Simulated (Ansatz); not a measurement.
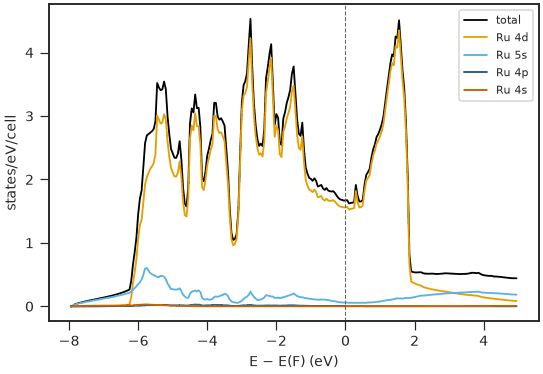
*Total and projected density of states of Ru (hcp (Mg type), space group No. 194), PBE (plane waves, PAW; program Ansatz)*

Problem. Which orbitals carry the states next to the Fermi level?

Solution. Within 0.5 eV of the Fermi level: Ru 4d 93 %. Projections are on Löwdin-orthogonalised atomic valence shells; empty p or d shells of many metals are not among them.

Problem. Where is the tallest occupied peak in this window, and what makes it?

Solution. Near -2.8 eV, about 4.5 states/eV per cell; the largest projected share is Ru 4d.

Space group P6_3/mmc (hcp (Mg type)). The cell was relaxed with PBE under the symmetry of its start. No spin polarisation was allowed. Scalar-relativistic: spin–orbit coupling is off unless named, which matters more the heavier the elements.

Potentials: the later of the program's two PAW sets.
